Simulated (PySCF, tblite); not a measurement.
# C₅H₁₅BN₂: geometry, infrared bands and NMR shifts

What infrared bands and NMR shifts should C₅H₁₅BN₂ (`[BH3-][N@+]1(C)CC[C@@H]1CN`) show?

Computed with tblite 0.8.0 and PySCF 2.14.0, with density-fitted response routines of our own, on a single molecule in the gas phase. Atoms are numbered from 0 throughout.

## Step 1: The molecule as given

23 atoms, charge 0, multiplicity 1; geometry from: force field or distance geometry start.

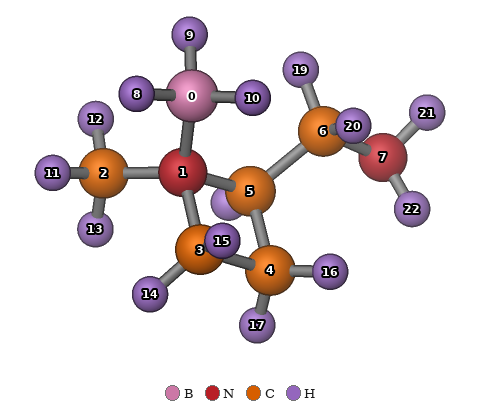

As it starts; boron pink, nitrogen red, carbon orange, hydrogen purple, atoms numbered; sticks join atoms by distance.

## Step 2: Optimising the geometry with GFN2-xTB

What the job is given:

```
{"job": {"kind": "relax", "xc": "GFN2-xTB", "basis": "xTB"}, "charge": 0, "multiplicity": 1}
B     -1.223600    -0.649700     1.326400
N     -0.919200     0.111600    -0.017800
C     -1.873500     1.197100    -0.240900
C     -0.818600    -0.797400    -1.178300
C      0.617200    -0.403600    -1.466100
C      0.483400     0.535500    -0.277900
C      1.535600     0.267400     0.829000
N      2.847100     0.779300     0.429600
H     -2.356800    -1.034000     1.321900
H     -1.091400     0.084300     2.261500
H     -0.532900    -1.602100     1.464800
H     -2.927600     0.804900    -0.264000
H     -1.810200     1.966800     0.570000
H     -1.694400     1.709400    -1.220100
H     -1.508500    -0.536200    -2.005900
H     -0.890500    -1.887200    -0.902100
H      1.334000    -1.238800    -1.329200
H      0.715700     0.135800    -2.438300
H      0.557900     1.604700    -0.595200
H      1.228000     0.798300     1.763300
H      1.613500    -0.815700     1.062900
H      3.490800     0.670600     1.238100
H      3.219300     0.167400    -0.321600
```

The run is started by

```bash
OMP_NUM_THREADS=1 python probes_run.py task.json out
```

One launch serves the whole session: the jobs run in the order shown.

**Question.** This job is followed by: GFN2-xTB harmonic vibrations, gas phase; GIAO PBE0/pcSseg-1 NMR shielding, non-relativistic, gas phase. What will the session give for the following? strongest single infrared mode (GFN2-xTB); zero-point energy (GFN2-xTB); 13C shifts against TMS (PBE0/pcSseg-1); 1H shifts against TMS (PBE0/pcSseg-1, means over atoms taken as alike); 11B shifts against BF3·OEt2 (PBE0/pcSseg-1); 15N shifts against NH3 (PBE0/pcSseg-1); surface potential, least and greatest.

**Answer**, as computed:

```
                                                              quantity                                                           value
                             strongest single infrared mode (GFN2-xTB)                                           2420 cm⁻¹, 328 km/mol
                                          zero-point energy (GFN2-xTB)                                                  127.4 kcal/mol
                                13C shifts against TMS (PBE0/pcSseg-1)                                71.9, 59.6, 54.3, 48.3, 21.9 ppm
1H shifts against TMS (PBE0/pcSseg-1, means over atoms taken as alike)  3.80, 3.64, 3.46, 3.17, 3.16, 2.61, 2.16, 1.96, 1.85, 0.46 ppm
                           11B shifts against BF3·OEt2 (PBE0/pcSseg-1)                                                       -19.2 ppm
                                15N shifts against NH3 (PBE0/pcSseg-1)                                                  64.1, 28.6 ppm
                                 surface potential, least and greatest                                              -1.65 V and 1.44 V
```

What this shows: Over 132 steps the energy fell by 0.405 eV; of the close pairs, B0–N1 changed most, 1.575 to 1.643 Å. No mode is imaginary among the 63: a minimum at this level. The strongest single mode, at 2420 cm⁻¹, moves mainly H8. Unscaled tight-binding wavenumbers are off by several per cent, some by more. Its intensities can rank the bands wrongly. The most deshielded carbon is C5 (sp3 CH bonded to N), at 71.9 ppm: deshielded by the electronegative neighbour. At PBE0/pcSseg-1: Shielding is most anisotropic at C2 (span 88 ppm, paramagnetic term -114 ppm).
